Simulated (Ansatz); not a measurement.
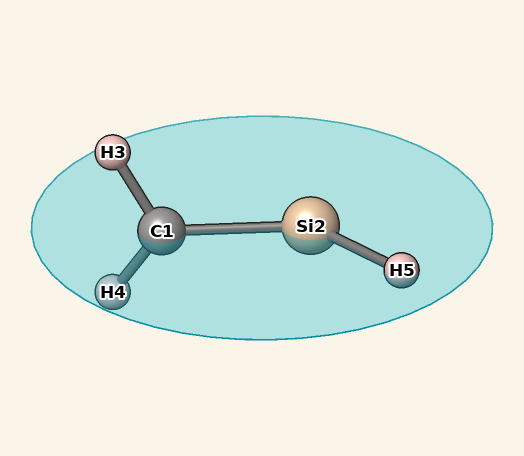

A disc through the centre of mass is drawn in. Distant atoms are faded towards the background colour. The species has charge +1 and is a spin singlet. Computed geometry: PBE0-D4/def2-TZVP optimisation. No frequency run is at hand to confirm it as a minimum.

Is the plane of the disc a mirror plane of the structure?

Yes. The reflection leaves C1, Si2, H5 in place and moves H3 ↔ H4. The point group is Cs.
